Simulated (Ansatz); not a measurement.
```xyz
10
charge 0, multiplicity 1
C    -0.8095    0.9970   -0.5269
B    -0.1002   -0.3883   -0.3871
C     0.7703   -0.7307    0.6207
F    -0.3585   -1.3123   -1.3189
H    -0.2125    1.8196   -0.1269
H    -1.7281    0.9670    0.0744
H    -1.1066    1.2237   -1.5526
H     1.7814   -0.4404    0.3045
H     0.7962   -1.8051    0.8134
H     0.5757   -0.1946    1.5519
```

Geometry: moved along internal coordinates away from the minimum.

What structure does this define?

The molecule is C₂H₆BF. SMILES: `CB(C)F`. It has no ring. Coordination: 2 C tetrahedral; 1 B trigonal planar.

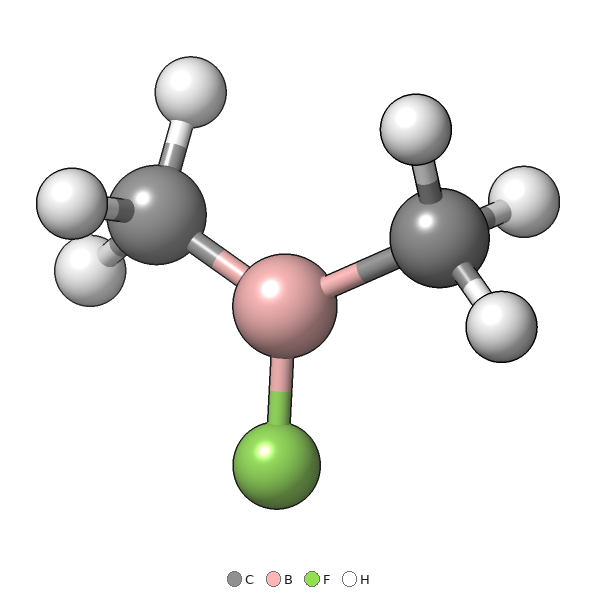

Simulated data, not a measurement (program: Ansatz).
